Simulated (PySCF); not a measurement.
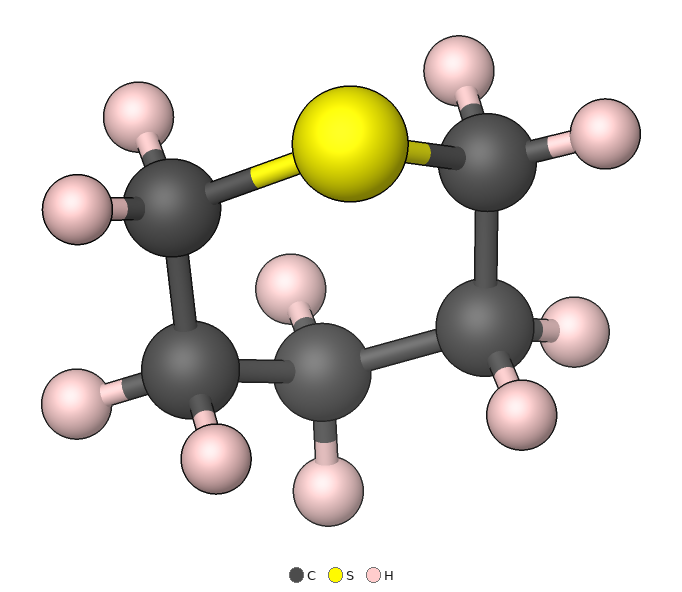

The picture shows a molecular structure as a ball-and-stick model.

What does the picture show?

It has 16 atoms: 5 carbon, 10 hydrogen and 1 sulfur (C₅H₁₀S). Its SMILES string is `C1CCSCC1`. Independent rings (smallest set): 1 of 6 members. Among its groups: thioether. The point group is Cs. Coordination: 5 C tetrahedral; 1 S bent.

The parts below concern this one geometry. Atoms keep their numbers from picture to picture. Computed geometry: PBE0-D3(BJ)/def2-SVP optimisation. No frequency run is at hand to confirm it as a minimum.

## Electronic properties

No frequency run is at hand to confirm it as a minimum. Level of theory: LDA/def2-SVPD, gas phase (PySCF 2.14.0). Excitations: vertical, linear response.

Question: Estimate the brightest of the 10 lowest singlets.

Answer: 5.54 eV.

Question: What is the LUMO energy (Kohn–Sham orbital)?

Answer: −0.20 eV.

Question: Estimate the HOMO energy (Kohn–Sham orbital).

Answer: −5.13 eV.

Question: What is the lowest vertical singlet excitation?

Answer: 5.06 eV.

## Dipole moment

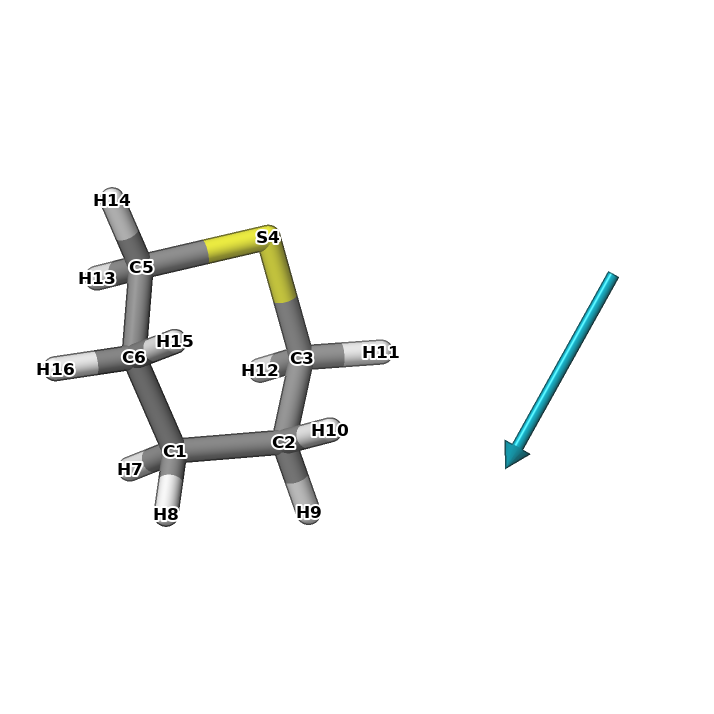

The arrow beside the molecule shows the direction of the dipole moment, from the negative to the positive end (its length means nothing). No frequency run is at hand to confirm it as a minimum. Method: BHandHLYP/def2-SVPD, gas phase (PySCF 2.14.0).

Question: Estimate the dipole moment.

Answer: 1.93 D; it points from the side of S4 to the side of H8 (the outermost atoms at the two ends).

## Polarisability

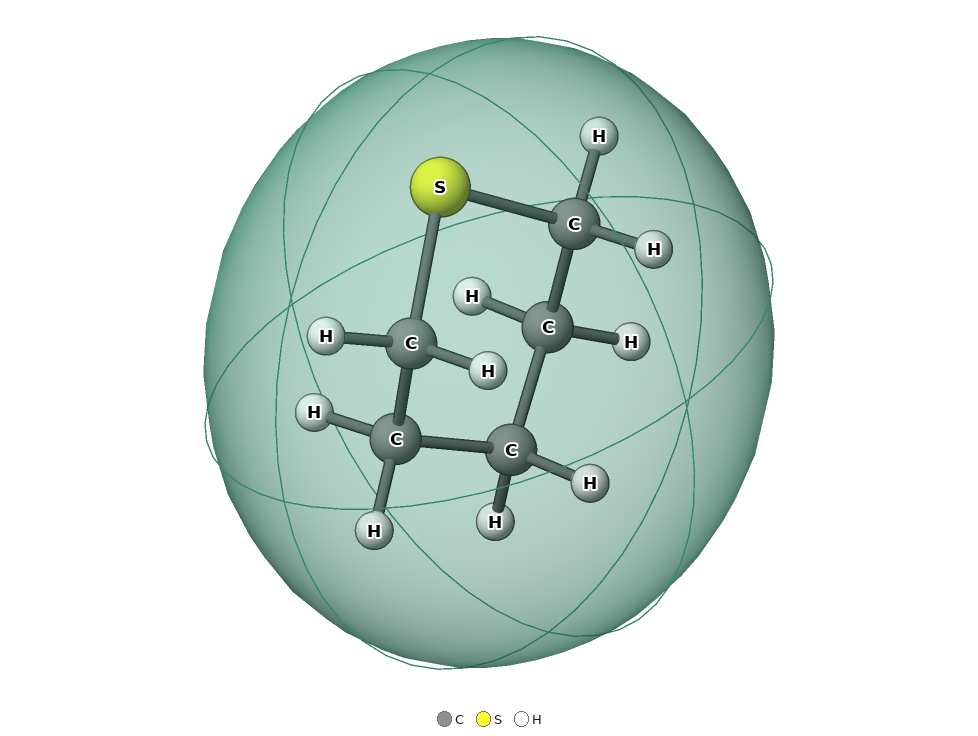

The ellipsoid shows the static dipole polarisability: its half-axes are proportional to the principal values. No frequency run is at hand to confirm it as a minimum. Level of theory: LDA/def2-SVPD (PySCF 2.14.0).

Question: How large and how anisotropic is the polarisability?

Answer: Principal values 72.4, 87.8, 88.5 bohr³; mean 82.9 bohr³ (12.28 Å³); anisotropy 15.7 bohr³, so the longest axis is 1.22 times the shortest.
